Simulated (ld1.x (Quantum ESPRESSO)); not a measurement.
Input of ld1.x (Quantum ESPRESSO) 7.5:

```
 &input
   title='S', zed=16., rel=1, dft='BP', iswitch=3,
   config='[Ne] 3s2 3p1 3d-2',
   nld=3, rlderiv=1.55, eminld=-6.0, emaxld=5.0, deld=0.02
 /
 &inputp
   pseudotype=3, lpaw=.true., tm=.true., lloc=-2, rcloc=0.90,
   nlcc=.true., new_core_ps=.true.,
   which_augfun='PSQ', rmatch_augfun_nc=.true.,
   file_pseudopw='S.UPF', file_wfcaegen='ae.wfc', file_wfcncgen='nc.wfc', file_beta='beta', file_chi='chi', file_wfcusgen='us.wfc'
 /
6
3S  1  0   2.00   0.00  1.10  1.40  0.0
3S  1  0   0.00  -2.95  1.10  1.40  0.0
3P  2  1   1.00   0.00  1.15  1.30  0.0
3P  2  1   0.00  -2.35  1.15  1.30  0.0
3D  3  2  -2.00  -0.20  0.95  1.00  0.0
3D  3  2  -2.00   0.35  0.95  1.00  0.0
 &test
   configts(1)='3s2 3p1'
 /
```

Run as:
```bash
ld1.x < S.in > S.out
```

Functional and relativity: BP86, scalar-relativistic.

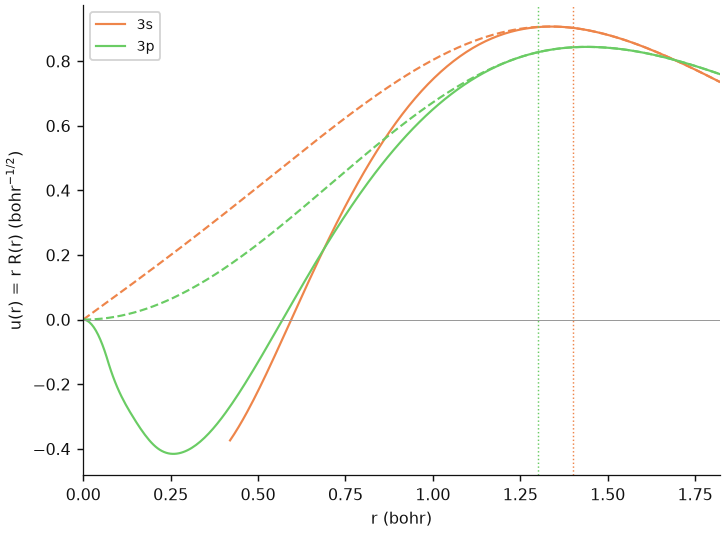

Pseudo-waves (dashed) against the all-electron radial functions (solid). Dotted lines mark the matching radii. The all-electron curves start outside the innermost oscillations, which aren't drawn.

Pseudo-waves: 3s has no node; 3p has no node.

* Cutoffs needed: 18 Ry and 40 Ry (the cutoffs, on a coarse ladder, from which the occupation-weighted sum of valence levels, in a spherical-Bessel basis at the reference potential, stays within 10 and 1 mRy of its value at 400 Ry)
* Ghost test: no ghost state below the valence levels in the s, p, d, f channels (spherical-Bessel basis up to 400 Ry, 20 bohr box)
* Largest excitation error: -21 meV (all-electron minus pseudo) for 3s2 3p4.3, out of 7 test configurations
* Lowest eigenvalue of the overlap operator: 0.44 (s channel)
* Density cutoff estimated by the generator: 480 Ry
